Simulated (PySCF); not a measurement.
C5H18Si3 (SMILES C[SiH2][C@H]([SiH3])[SiH2]C(C)C)

Input

```
{"job": {"xc": "PBE0", "basis": "6-31G*", "kind": "nmr", "pop": true}, "charge": 0, "multiplicity": 1}
C      2.516554     1.545108    -0.043139
Si     1.540413     0.520572     1.216152
C      0.796278    -1.026280     0.383424
Si     2.116925    -2.300236    -0.112347
Si    -0.358499    -0.649373    -1.080812
C     -1.683812     0.645620    -0.621835
C     -2.525765     0.197023     0.569070
C     -2.585378     0.942187    -1.815883
H      1.878923     1.891657    -0.850760
H      2.962057     2.417986     0.423850
H      3.319071     0.961839    -0.484133
H      0.479679     1.353868     1.808043
H      2.431068     0.110710     2.314939
H      0.183771    -1.510690     1.149026
H      2.966499    -1.772728    -1.181757
H      2.954411    -2.631177     1.045255
H      1.476669    -3.529339    -0.588834
H      0.405660    -0.138685    -2.229690
H     -1.046823    -1.881268    -1.503635
H     -1.184902     1.579804    -0.342382
H     -3.273020     0.950102     0.819939
H     -1.902319     0.032894     1.445517
H     -3.046559    -0.730934     0.339530
H     -2.001735     1.296974    -2.662276
H     -3.324378     1.703458    -1.566307
H     -3.115832     0.043521    -2.124170
```

Launched as:

```sh
OMP_NUM_THREADS=1 python ens_run.py task.json out
```

Geometry: GFN2-xTB.

Method: PBE0/6-31G*, SCF density, gas phase, non-relativistic (PySCF).

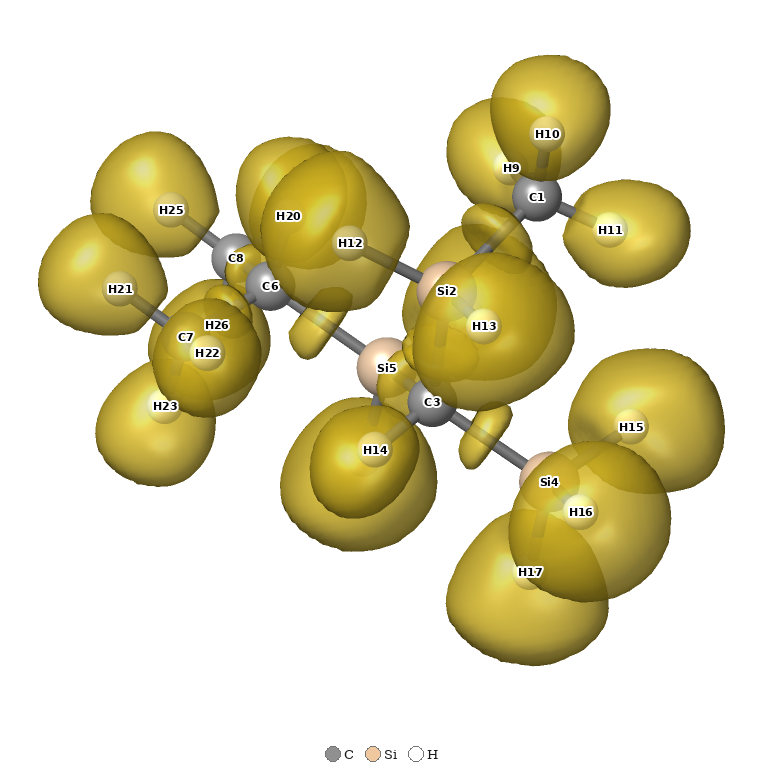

Figure 1. Isosurface of the electron localisation function at 0.85 (yellow), seen at a tilt. Core shells and regions of very low density are left out.

Where are the electrons localised?

Answer. The ELF exceeds this value in two regions between bonded C–C atoms (shared pairs), five regions between bonded C–Si atoms (shared pairs) and 18 regions around hydrogen nuclei. Along the contacts the grid gives the following. C–C (1.53 Å): the ELF peaks at about 0.95 between the atoms; a shared electron pair. C–Si (1.89 Å): the ELF peaks at about 0.95 between the atoms; a shared electron pair.

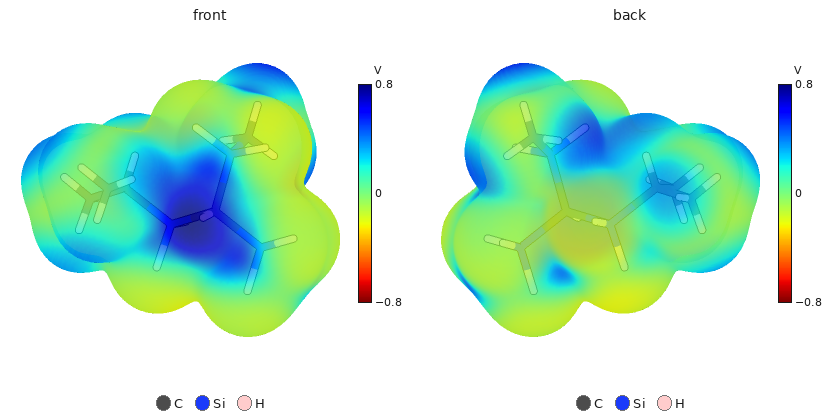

Figure 2. The molecular electrostatic potential painted on the density surface at 0.001 e/bohr³, seen from the front and from behind; red is negative and blue positive.

Describe the electrostatic potential map.

Answer. The most negative region (about −0.2 V) lies over the H atoms, the most positive (about +0.7 V) over H14.

What dipole moment does the calculation give?

Answer. Its dipole moment is 0.84 D.

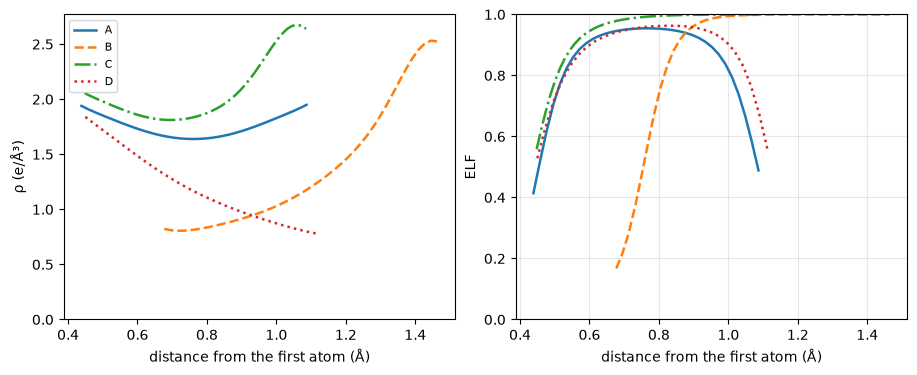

Figure 3. Electron density and ELF along straight lines between neighbouring atoms. The curves leave out the atomic cores.

Which curve belongs to which contact (C–C, C–H, C–Si and Si–H)? The first atom named is at distance zero.

Answer. Curve A: C–C (1.53 Å): ρ at the midpoint is about 1.6 e/Å³; the ELF peaks at about 0.95 between the atoms; a covalent bond. Curve B: Si–H (1.46 Å): ρ is about 0.81 e/Å³ halfway; the ELF climbs to about 1 towards the hydrogen, as it does in any bond to H. Curve C: C–H (1.09 Å): ρ is about 1.9 e/Å³ halfway; the ELF climbs to about 1 towards the hydrogen (a covalent bond by its length). Curve D: C–Si (1.89 Å): the density is about 0.93 e/Å³ at the midpoint; the ELF peaks at about 0.95 between the atoms: a covalent bond.
